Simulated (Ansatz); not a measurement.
**AsH3+ (doublet): correlated methods under varied settings at distance As1–H3 = 3.246 Å**

Aim: run AsH3+ (doublet) at one geometry under a spread of methods and options, and see what each costs and gives.

Program: Ansatz 0.2.0, Gaussian basis. Level of theory: the settings change from run to run. These are calculated values, not measurements.

15 further runs of the same task are left out: 1 for a known fault of the program, 10 that didn't finish, 4 set aside as unsound or not needed.

## Step 1: The system

The geometry derives from a PBE0/def2-TZVP stationary point (not a proven minimum). One bond is set to the value named and the two fragments are kept rigid. No spin-orbit coupling is included. The filled d shell of As may be among the frozen orbitals whatever the setting's name suggests; the logs give the count.

4 atoms, charge 1, spin multiplicity 2.

Atoms are counted from 1 here; the program's logs count them from 0.

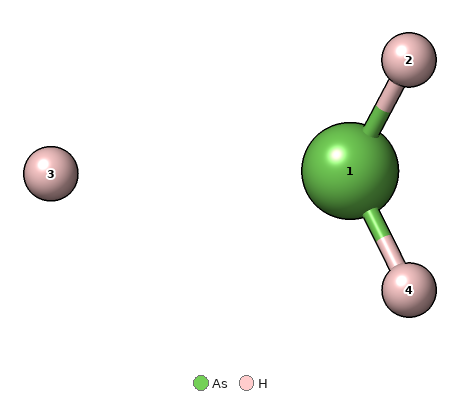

The geometry (arsenic green, hydrogen pink); atoms are numbered from 1 in the order of the file.

## Step 2: BCCD on ROHF/6-31G*

File in.yaml:

```yaml
crystal:
  periodic: [false, false, false]
  atoms:
    - {symbol: As, position_ang: [0.011111, -0.018727, -0.022444]}
    - {symbol: H, position_ang: [1.447223, -0.004964, 0.399678]}
    - {symbol: H, position_ang: [-1.575684, 2.666999, 0.875039]}
    - {symbol: H, position_ang: [-0.697414, -1.270021, 0.393548]}
basis:
  gaussian: {orbitals: "6-31G*"}
total_charge: 1
magnetization: {spin_polarized: false, initial_magnetization: 1}
correlation: {method: bccd, electrons: outside_noble_gas}
```

Command:

```
> ansatz run in.yaml --threads 1 --pin off --events-out ev --progress --plain --max-ram 2393MiB
```

Output (excerpt; [...] marks lines left out):

```text
Functional definition: HF
  name "HF"
  cite "Fock, Z. Phys. 61, 126 (1930) doi:10.1007/BF01340294"
  parent pbe
[...]
428 factors; integrals over basis functions are off by at most 4.7e-4 eV
[...]
mean field -60822.98491659 eV, -2235.2034683848 hartree, gradient 8.8e-6 eV, S^2 0.750000; 2 other end points of the search recorded, 0 dependent functions left out
[...]
determinant -60822.98491659 eV, -2235.2034683848 hartree, with singles and doubles -60825.71518450 eV, -2235.3038038796 hartree
determinant -60822.78829474 eV, -2235.1962426650 hartree, with singles and doubles -60825.72583994 eV, -2235.3041954600 hartree
determinant -60822.78829474 eV, -2235.1962426650 hartree, with singles and doubles -60825.73425280 eV, -2235.3045046270 hartree
determinant -60822.98491659 eV, -2235.2034683848 hartree, with singles and doubles -60825.73527064 eV, -2235.3045420318 hartree
unrestricted determinant -60823.22414814 eV, -2235.2122599821 hartree, S^2 1.2742
14 core orbitals not correlated: weight in the atoms' cores, before any rotation towards them, 1.000 or more for the frozen orbitals, at most 0.000 for the correlated occupied ones
reference -60822.98491659 eV, -2235.2034683848 hartree; 4, 3 occupied and 23, 24 virtual orbitals, 428 factors
second order -2.05543728 eV of doubles, -0.00052359 eV of singles
cycle   1  -2.75311630 eV  change   -2.8e-3 eV  update   5.0e-3
[...]
cycle  15  -2.74889070 eV  change   -1.9e-7 eV  update   5.7e-6
Total energy: -60825.73380729 eV, -2235.3044882548 hartree
```

Wall time 2.1 s (1 thread of Arm Neoverse V2, shared host).

From the report: correlation -2.7489 eV; largest double amplitude 0.07.

## Step 3: NEVPT4(SD)(1,2)/6-31G

Edit in.yaml of step 2 so:

```diff
@@ -8,5 +8,5 @@
 basis:
-  gaussian: {orbitals: "6-31G*"}
+  gaussian: {orbitals: 6-31G, fitting: {mean_field: def2-universal-jkfit}}
 total_charge: 1
 magnetization: {spin_polarized: false, initial_magnetization: 1}
-correlation: {method: bccd, electrons: outside_noble_gas}
+correlation: {method: fic_nevpt4_sd, electrons: outside_noble_gas, active_space: {window: {electrons: 1, orbitals: 2}}}
```

The command is unchanged.

Output (excerpt; [...] marks lines left out):

```text
Functional definition: HF
  name "HF"
  cite "Fock, Z. Phys. 61, 126 (1930) doi:10.1007/BF01340294"
  parent pbe
[...]
320 factors; integrals over basis functions are off by at most 2.0e-1 eV
[...]
mean field -60821.14980010 eV, -2235.1360290978 hartree, gradient 1.2e-6 eV, S^2 0.750000; 2 other end points of the search recorded, 0 dependent functions left out
reference -60821.14980010 eV, -2235.1360290978 hartree; 18, 17 occupied and 17, 18 virtual orbitals, 320 factors
state -60821.14980010 eV, -2235.1360290978 hartree
state -60821.14980010 eV, -2235.1360290978 hartree; corrected -60822.89887557 eV, -2235.2003064356 hartree
WARN: 1 active orbitals are nearly empty or full. The corrections depend on them more than the energy does, and are more stable in an active space without them
Total energy: -60822.89887557 eV, -2235.2003064356 hartree
```

Run time: 0.57 s. Hardware: 1 thread of Arm Neoverse V2, shared host.

From the report: 2 determinants; active occupations 1.00, 0.00. The report marks this result as in doubt.

## Step 4: CASCI(13,8)/6-31G

Edit in.yaml of step 3 so:

```diff
@@ -11,2 +11,2 @@
 magnetization: {spin_polarized: false, initial_magnetization: 1}
-correlation: {method: fic_nevpt4_sd, electrons: outside_noble_gas, active_space: {window: {electrons: 1, orbitals: 2}}}
+correlation: {active_space: {window: {electrons: 13, orbitals: 8}, fixed_orbitals: true}}
```

The command is unchanged.

Output:

```text
Functional definition: HF
  name "HF"
  cite "Fock, Z. Phys. 61, 126 (1930) doi:10.1007/BF01340294"
  parent pbe
  exchange = exact_x
  correlation = 0
320 factors; integrals over basis functions are off by at most 2.0e-1 eV
mean field evaluation 1: about -60817.1929 eV, gradient 1.2e1 eV
mean field evaluation 2: about -60817.8772 eV, gradient 2.0e1 eV
mean field evaluation 4: about -60821.0043 eV, gradient 4.4e0 eV
mean field evaluation 8: about -60821.0043 eV, gradient 4.4e0 eV
mean field evaluation 16: about -60819.7882 eV, gradient 3.3e0 eV
mean field -60821.14980010 eV, -2235.1360290978 hartree, gradient 1.2e-6 eV, S^2 0.750000; 2 other end points of the search recorded, 0 dependent functions left out
reference -60821.14980010 eV, -2235.1360290978 hartree; 18, 17 occupied and 17, 18 virtual orbitals, 320 factors
state -60821.39416137 eV, -2235.1450092086 hartree
Total energy: -60821.39416137 eV, -2235.1450092086 hartree
```

It took 0.21 s on 1 thread of Arm Neoverse V2, shared host.

From the report: 120 determinants; active occupations 2.00, 2.00, 2.00, 2.00, 2.00, 1.94, 1.00, 0.07.

## Step 5: CCSDT(Q)/B on UHF/STO-3G

File in.yaml:

```yaml
crystal:
  periodic: [false, false, false]
  atoms:
    - {symbol: As, position_ang: [0.011111, -0.018727, -0.022444]}
    - {symbol: H, position_ang: [1.447223, -0.004964, 0.399678]}
    - {symbol: H, position_ang: [-1.575684, 2.666999, 0.875039]}
    - {symbol: H, position_ang: [-0.697414, -1.270021, 0.393548]}
basis:
  gaussian: {orbitals: STO-3G}
total_charge: 1
magnetization: {spin_polarized: true, initial_magnetization: 1}
hamiltonian: {pseudopotentials: {relativity: scalar}}
correlation: {method: ccsdt_q_b, electrons: outside_noble_gas}
scf: {lower_state_search: light}
output: {forces: true}
```

The command is unchanged.

Output (excerpt; [...] marks lines left out):

```text
Functional definition: HF
  name "HF"
  cite "Fock, Z. Phys. 61, 126 (1930) doi:10.1007/BF01340294"
  parent pbe
[...]
245 factors; integrals over basis functions are off by at most 3.7e-8 eV
[...]
mean field -60674.42762069 eV, -2229.7440884561 hartree, gradient 2.0e-6 eV, S^2 1.738614; 13 other end points of the search recorded, 0 dependent functions left out
determinant -60674.42762069 eV, -2229.7440884561 hartree, with singles and doubles -60675.40403423 eV, -2229.7799709918 hartree
determinant -60674.37655497 eV, -2229.7422118256 hartree, with singles and doubles -60675.45834086 eV, -2229.7819667237 hartree
determinant -60674.31884646 eV, -2229.7400910770 hartree, with singles and doubles -60675.40422474 eV, -2229.7799779932 hartree
determinant -60674.08490289 eV, -2229.7314938095 hartree, with singles and doubles -60675.46251300 eV, -2229.7821200473 hartree
[...]
reference -60674.37655497 eV, -2229.7422118256 hartree; 4, 3 occupied and 3, 4 virtual orbitals, 245 factors
second order -0.67296806 eV of doubles, -0.00000000 eV of singles
cycle   1  -0.91249053 eV  change   -2.4e-1 eV  update   4.6e-2
[...]
cycle  39  -1.13389179 eV  change   -7.9e-7 eV  update   1.9e-7
perturbative correction -0.00234934 eV, -0.0000863366 hartree
[...]
Total energy: -60675.51279610 eV, -2229.7839679169 hartree
Relativity: scalar
Atom 0 at     0.011111    -0.018727    -0.022444 Å, force    -0.790537     1.343718    -0.728368 eV/Å
Atom 1 at     1.447223    -0.004964     0.399678 Å, force     0.326005    -0.550541     0.398610 eV/Å
Atom 2 at    -1.575684     2.666999     0.875039 Å, force     0.142083    -0.240538    -0.068841 eV/Å
Atom 3 at    -0.697414    -1.270021     0.393548 Å, force     0.322449    -0.552639     0.398599 eV/Å
Dipole moment:     0.130938    -0.222497     0.107238 e Å
```

Run time: 3.7 s. Hardware: 1 thread of Arm Neoverse V2, shared host.

From the report: ⟨S²⟩ of the determinant 1.320 (pure doublet: 0.75); correlation -1.1362 eV; T1 0.046; largest double amplitude 0.49. The determinant is far from a pure spin state, so its energy mixes those of several spin states (harmless only where they are near-degenerate, as at dissociation).

## Step 6: MRCISD+Q(relaxed)(7,4)/6-31G*

File in.yaml:

```yaml
crystal:
  periodic: [false, false, false]
  atoms:
    - {symbol: As, position_ang: [0.011111, -0.018727, -0.022444]}
    - {symbol: H, position_ang: [1.447223, -0.004964, 0.399678]}
    - {symbol: H, position_ang: [-1.575684, 2.666999, 0.875039]}
    - {symbol: H, position_ang: [-0.697414, -1.270021, 0.393548]}
basis:
  gaussian: {orbitals: "6-31G*"}
total_charge: 1
magnetization: {spin_polarized: false, initial_magnetization: 1}
correlation: {method: fic_mrcisd_q_relaxed, electrons: outside_noble_gas, active_space: {window: {electrons: 7, orbitals: 4}}}
accuracy: high
```

Same command.

Output (excerpt; [...] marks lines left out):

```text
Functional definition: HF
  name "HF"
  cite "Fock, Z. Phys. 61, 126 (1930) doi:10.1007/BF01340294"
  parent pbe
[...]
691 factors; integrals over basis functions are off by at most 4.4e-9 eV
[...]
mean field -60822.98498828 eV, -2235.2034710192 hartree, gradient 8.6e-8 eV, S^2 0.750000; 2 other end points of the search recorded, 0 dependent functions left out
reference -60822.98498828 eV, -2235.2034710192 hartree; 18, 17 occupied and 23, 24 virtual orbitals, 691 factors
state -60822.98498828 eV, -2235.2034710192 hartree
contracted CI cycle   1: correlation 0.00000000 eV, 0.0000000000 hartree, residual 1.12e1 eV
contracted CI cycle   2: correlation -2.49485298 eV, -0.0916841559 hartree, residual 2.36e0 eV
contracted CI cycle   3: correlation -2.62128881 eV, -0.0963305869 hartree, residual 8.52e-1 eV
[...]
contracted CI cycle  10: correlation -2.64340594 eV, -0.0971433764 hartree, residual 1.94e-3 eV
contracted CI cycle  11: correlation -2.64340601 eV, -0.0971433790 hartree, residual 5.63e-4 eV
contracted CI cycle  12: correlation -2.64340601 eV, -0.0971433793 hartree, residual 1.85e-4 eV
contracted CI cycle  13: correlation -2.64340602 eV, -0.0971433793 hartree, residual 8.76e-5 eV
contracted CI cycle  14: correlation -2.64340602 eV, -0.0971433793 hartree, residual 4.67e-5 eV
contracted CI cycle  15: correlation -2.64340602 eV, -0.0971433793 hartree, residual 2.24e-5 eV
contracted CI cycle  16: correlation -2.64340602 eV, -0.0971433793 hartree, residual 1.07e-5 eV
contracted CI cycle  17: correlation -2.64340602 eV, -0.0971433793 hartree, residual 3.30e-6 eV
contracted CI cycle  18: correlation -2.64340602 eV, -0.0971433793 hartree, residual 1.01e-6 eV
state -60822.98498828 eV, -2235.2034710192 hartree; corrected -60825.82786929 eV, -2235.3079449696 hartree
Total energy: -60825.82786929 eV, -2235.3079449696 hartree
```

Wall time 1.3 s (1 thread of Arm Neoverse V2, shared host).

From the report: 3 determinants; active occupations 2.00, 2.00, 2.00, 1.00.

## Step 7: NEVPT4(SD)(3,8)/cc-pVDZ

Edit in.yaml of step 6 so:

```diff
@@ -8,6 +8,5 @@
 basis:
-  gaussian: {orbitals: "6-31G*"}
+  gaussian: {orbitals: cc-pVDZ}
 total_charge: 1
 magnetization: {spin_polarized: false, initial_magnetization: 1}
-correlation: {method: fic_mrcisd_q_relaxed, electrons: outside_noble_gas, active_space: {window: {electrons: 7, orbitals: 4}}}
-accuracy: high
+correlation: {method: fic_nevpt4_sd, electrons: outside_noble_gas, active_space: {window: {electrons: 3, orbitals: 8}}}
```

Same command.

Output:

```text
Functional definition: HF
  name "HF"
  cite "Fock, Z. Phys. 61, 126 (1930) doi:10.1007/BF01340294"
  parent pbe
  exchange = exact_x
  correlation = 0
460 factors; integrals over basis functions are off by at most 9.9e-4 eV
mean field evaluation 1: about -60826.0843 eV, gradient 1.2e1 eV
mean field evaluation 2: about -60826.0888 eV, gradient 1.2e1 eV
mean field evaluation 4: about -60829.7838 eV, gradient 6.9e0 eV
mean field evaluation 8: about -60830.1885 eV, gradient 1.4e0 eV
mean field evaluation 16: about -60830.2779 eV, gradient 2.3e-6 eV
mean field evaluation 32: about -60830.2719 eV, gradient 1.9e-1 eV
mean field -60830.27785126 eV, -2235.4714787907 hartree, gradient 2.3e-6 eV, S^2 0.750000; 0 other end points of the search recorded, 0 dependent functions left out
reference -60830.27785126 eV, -2235.4714787907 hartree; 18, 17 occupied and 24, 25 virtual orbitals, 460 factors
state -60831.14215373 eV, -2235.5032413206 hartree
state -60831.14215373 eV, -2235.5032413206 hartree; corrected -60833.39358783 eV, -2235.5859799977 hartree
Total energy: -60833.39358783 eV, -2235.5859799977 hartree
```

Run time: 5.5 s. Hardware: 1 thread of Arm Neoverse V2, shared host.

From the report: 154 determinants; active occupations 1.92, 1.00, 0.06, 0.01, 0.01, 0.00, 0.00, 0.00.

## Step 8: The runs in one table

Where basis and cores are those of an earlier FCI/6-31G run (-60823.0478 eV), and the state is the same kind, the miss against it is given. † marks a result that the program doubts.

| level | correlated | functions | energy (eV) | from FCI (meV) | time |
| --- | --- | --- | --- | --- | --- |
| BCCD on ROHF/6-31G* | outside noble gas | 41 | -60825.7338 |  | 2.1 s |
| NEVPT4(SD)(1,2)/6-31G † | outside noble gas | 35 | -60822.8989 | 148.9 | 0.57 s |
| CASCI(13,8)/6-31G |  | 35 | -60821.3942 | 1653.6 | 0.21 s |
| CCSDT(Q)/B on UHF/STO-3G (relativity set) | outside noble gas | 21 | -60675.5128 |  | 3.7 s |
| MRCISD+Q(relaxed)(7,4)/6-31G* | outside noble gas | 41 | -60825.8279 |  | 1.3 s |
| NEVPT4(SD)(3,8)/cc-pVDZ | outside noble gas | 42 | -60833.3936 |  | 5.5 s |

## Step 9: What came out

| quantity | value |
| --- | --- |
| runs | 6 |
| quickest | CASCI(13,8)/6-31G, 0.21 s |
| slowest | NEVPT4(SD)(3,8)/cc-pVDZ, 5.5 s |

**Reading.** Total energies in different bases, with other cores or another treatment of relativity can't be set against each other. NEVPT4(SD)(3,8)/cc-pVDZ took 26 times as long as CASCI(13,8)/6-31G; the jobs differ in more than the method. Hartree-Fock, CASSCF and CASCI lack dynamic correlation by design.
